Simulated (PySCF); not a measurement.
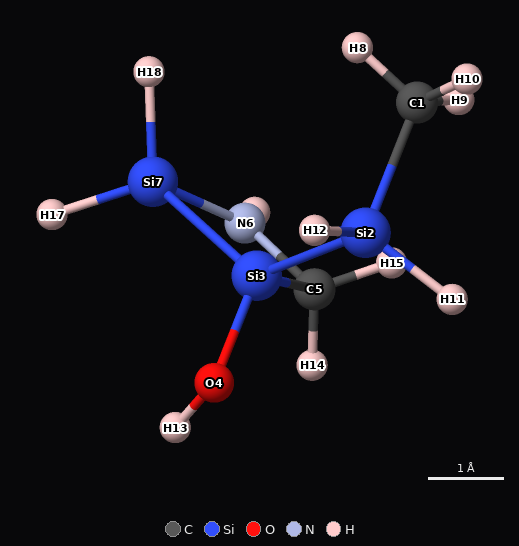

**Figure 1.** The structure (ball-and-stick view, seen at a tilt; atoms are numbered from 1 in the order of the input).

## Run report: C2H11NOSi3, NMR shielding calculation

C2H11NOSi3, computed with GIAO PBE0/pcSseg-1 NMR shielding, non-relativistic, gas phase (PySCF 2.14.0).

The geometry comes from this level: GFN2-xTB. It belongs to a series of runs on one base structure; here: ring closed by a new N-C bond. Figures and captions count atoms from 1; the log counts them from 0 in places.

## Input
```
{"job": {"kind": "nmr", "xc": "PBE0", "basis": "pcSseg-1"}, "charge": 0, "multiplicity": 1}
C      2.651661     0.781879    -0.243121
Si     1.886611    -0.949258    -0.065554
Si    -0.413969    -0.759709     0.026774
O     -0.824735    -2.322047     0.333283
C     -1.294130    -0.077174    -1.571303
N     -2.054056     0.974869    -0.915219
Si    -1.845384     0.925953     0.788919
H      2.366911     1.426423     0.583200
H      2.330481     1.266166    -1.160434
H      3.735419     0.733050    -0.262544
H      2.427135    -1.773101    -1.162416
H      2.427306    -1.545042     1.166017
H     -1.723520    -2.639257     0.286040
H     -1.953452    -0.794342    -2.077021
H     -0.632194     0.337258    -2.339319
H     -2.640921     1.557415    -1.488530
H     -3.110074     0.658633     1.508171
H     -1.341847     2.204603     1.316640
```

The first line tells a small driver script what to run in PySCF; the rest is the geometry in Å.

Hardware: 1 CPU thread, shared host.

Launch command:
```bash
OMP_NUM_THREADS=1 python <driver script> task.json out
```

## What the program printed
```
coarse grid: 16016 points
cycle   1  E = -1080.4769752362  dE =  6.231e-01  |g| = 8.329e-01  |ddm| = 3.841e+00
cycle   2  E = -1080.2960267703  dE =  1.809e-01  |g| = 1.266e+00  |ddm| = 2.045e+00
cycle   3  E = -1080.6109034164  dE = -3.149e-01  |g| = 1.119e-01  |ddm| = 1.490e+00
cycle   4  E = -1080.6131302522  dE = -2.227e-03  |g| = 4.974e-02  |ddm| = 1.445e-01
cycle   5  E = -1080.6137206682  dE = -5.904e-04  |g| = 1.070e-02  |ddm| = 5.549e-02
cycle   6  E = -1080.6137431111  dE = -2.244e-05  |g| = 5.063e-03  |ddm| = 1.680e-02
cycle   7  E = -1080.6137483725  dE = -5.261e-06  |g| = 6.143e-04  |ddm| = 4.682e-03
final grid: 139488 points
cycle   8  E = -1080.6601199748  dE = -2.287e-05  |g| = 9.095e-03  |ddm| = 2.258e-02
cycle   9  E = -1080.6600985222  dE =  2.145e-05  |g| = 1.344e-02  |ddm| = 2.026e-02
cycle  10  E = -1080.6601378611  dE = -3.934e-05  |g| = 1.151e-03  |ddm| = 1.335e-02
cycle  11  E = -1080.6601381256  dE = -2.645e-07  |g| = 2.591e-04  |ddm| = 1.282e-03
cycle  12  E = -1080.6601381407  dE = -1.506e-08  |g| = 4.715e-05  |ddm| = 2.893e-04
cycle  13  E = -1080.6601381413  dE = -5.716e-10  |g| = 1.299e-05  |ddm| = 7.791e-05
```

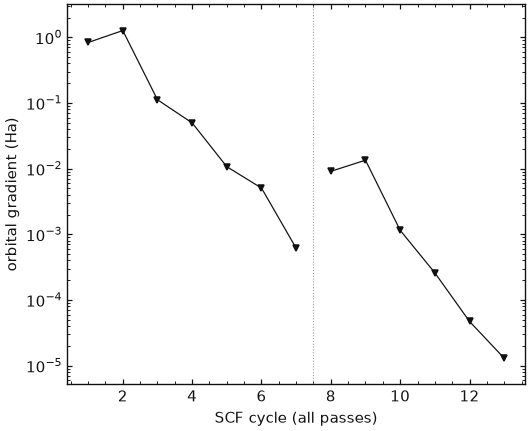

**Figure 2.** Convergence of the self-consistent field: orbital gradient against the SCF cycle. The dotted line marks the change from a coarse to the final integration grid. The first 7 cycles use a coarse grid, the final grid takes over at cycle 8, and the field converges after 13 cycles in all.

```
converged SCF energy = -1080.6601381413

GIAO shielding tensors (ppm)
atom      isotropic    diamagn.    paramagn.     s11        s22        s33       span
  0 C      197.602     253.155     -55.553    191.681    199.190    201.935     10.254
  1 Si     426.205     880.150    -453.944    397.896    411.172    469.548     71.651
  2 Si     312.509     878.026    -565.517    275.737    308.749    353.042     77.305
  3 O      297.988     385.895     -87.908    244.253    296.557    353.154    108.901
  4 C      132.057     254.093    -122.036    105.462    125.023    165.684     60.222
  5 N      253.430     324.657     -71.227    201.249    237.382    321.659    120.409
  6 Si     374.092     880.082    -505.990    290.838    354.578    476.859    186.021
  7 H       31.604      31.760      -0.155     26.945     29.432     38.436     11.491
  8 H       31.630      31.819      -0.189     26.807     29.619     38.464     11.658
  9 H       31.396      27.733       3.663     26.283     28.160     39.745     13.462
 10 H       27.550      29.099      -1.549     24.210     25.857     32.584      8.374
 11 H       27.674      29.068      -1.394     24.151     26.201     32.669      8.518
 12 H       30.449      30.980      -0.531     22.051     26.021     43.276     21.225
 13 H       28.104      31.605      -3.500     23.940     26.953     33.419      9.479
 14 H       28.001      33.153      -5.152     24.716     26.564     32.722      8.006
 15 H       32.031      31.853       0.177     21.887     30.055     44.150     22.262
 16 H       25.922      29.021      -3.098     22.259     24.056     31.451      9.192
 17 H       26.171      29.669      -3.498     23.483     23.871     31.157      7.674
```

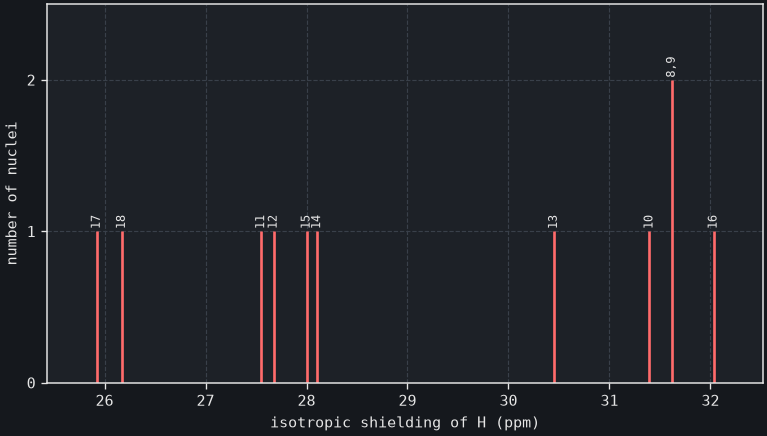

**Figure 3.** Isotropic shieldings of the hydrogen nuclei in this fixed geometry, labelled by atom number; shielding grows to the right, so chemical shift grows to the left. The least shielded is H17 (25.9 ppm), the most shielded H16 (32.0 ppm).

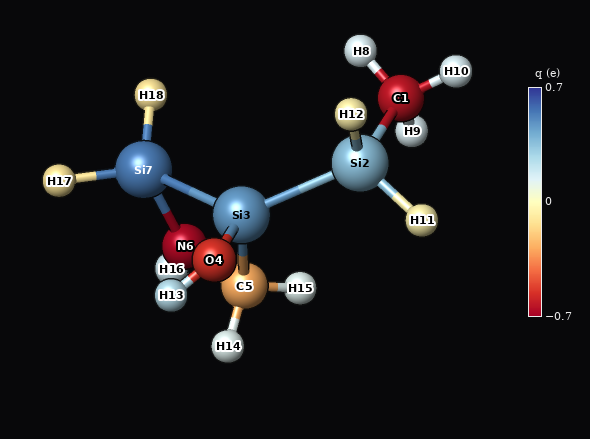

**Figure 4.** Mulliken charges, as the colour of each atom (ball-and-stick view, seen at a tilt; atoms are numbered from 1 in the order of the input). By element: C −0.62 to −0.28, Si +0.35 to +0.53, O −0.55, N −0.67 and H −0.11 to +0.25 e.

## Summary

| quantity | value |
| --- | --- |
| outcome | converged |
| total energy | −1080.660138 hartree |
| HOMO | −6.50 eV |
| LUMO | −0.72 eV |
| dipole moment | 1.36 D |
| isotropic shielding, C | 132.1 to 197.6 ppm |
| isotropic shielding, Si | 312.5 to 426.2 ppm |
| isotropic shielding, O | 298.0 ppm |
| isotropic shielding, N | 253.4 ppm |
| isotropic shielding, H | 25.9 to 32.0 ppm |
| wall time | 50 s |
| peak memory | 0.87 GiB |
